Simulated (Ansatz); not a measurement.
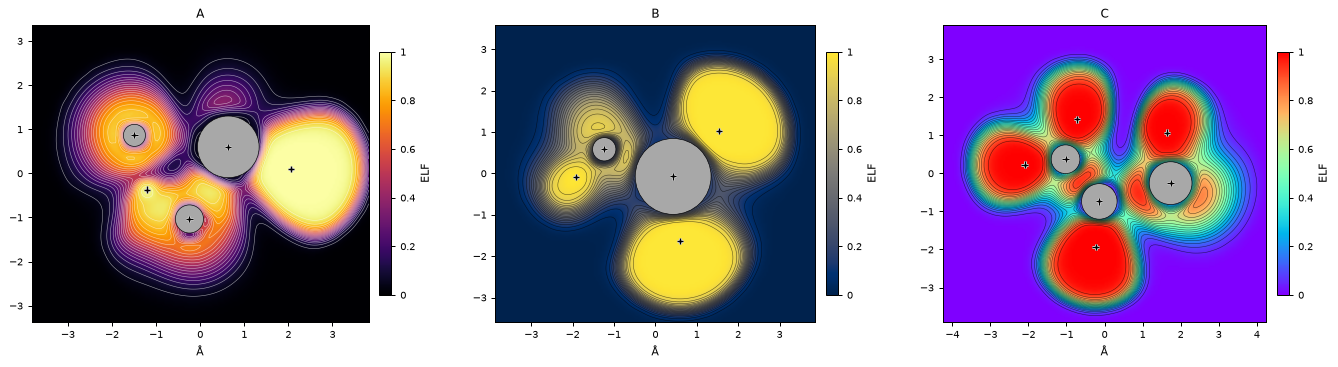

The electron localisation function of 3 systems, each on a plane through atoms (crosses mark nuclei in the plane; grey discs cover the cores).

Theory: RKS PBE0-D4/def2-TZVPP (Ansatz).

System 1: H6NSi···F, the plane of atoms Si1, N7 and H6. A transition-state structure; geometry: PBE0-D4/def2-TZVP.

```xyz
9

Si   -0.5883   -0.0365   -0.6270
F     1.4022    0.7152   -0.8880
H    -0.1408   -1.0279   -1.6238
H    -1.8907   -0.6133   -0.1343
H    -0.9544    1.3435   -0.9986
H     1.2300    0.3417    0.3047
N     0.3782   -0.1222    0.9557
H     0.5418   -1.0580    1.3059
H     0.0218    0.4575    1.7055
```

System 2: CH5BS, the plane of atoms B1, C3 and H8. The product side of a reaction path; geometry: PBE0-D4/def2-TZVP.

```xyz
8

B    -0.5841    0.5043   -0.0900
S    -0.4375   -0.9005    1.2415
C     0.3143    0.3673   -1.1808
H     0.1591   -0.3354    2.3172
H    -1.5050    1.2094    0.1905
H     0.6998   -1.4851    0.8252
H     0.2595    1.0268   -2.0426
H     1.0937   -0.3867   -1.2610
```

System 3: GaH3O···CH4, the plane of atoms H3, Ga1 and H4. The reactant side of a reaction path; geometry: PBE0-D4/def2-TZVP.

```xyz
10

Ga   -0.7630    0.4212   -1.3273
O     0.8354    1.1098   -1.7538
H    -1.0690   -1.0383   -1.8040
H    -1.6981    1.4117   -0.5764
H     0.9407    0.1058    0.9175
C     0.2562   -0.4775    1.5364
H     1.3995    0.5059   -2.2404
H     0.8339   -1.0162    2.2872
H    -0.2840   -1.2104    0.9321
H    -0.4519    0.1878    2.0287
```

### Match each panel to its system.

Panel A is system 1, H6NSi···F: the plane holds Si, F, H and N. F2···H6 (1.26 Å): the ELF climbs to about 0.90 towards the hydrogen, as it does in any bond to H. Panel B is system 3, GaH3O···CH4: the plane holds Ga, O and H. Ga–O (1.79 Å): the ELF peaks at about 0.85 in the valence shell of O, 0.6 Å from its nucleus, and is about 0.20 at the midpoint. Panel C is system 2, CH5BS: the plane holds B, S, C and H. C–B (1.42 Å): the ELF peaks at about 0.95 between the atoms; localised, covalent bonding.
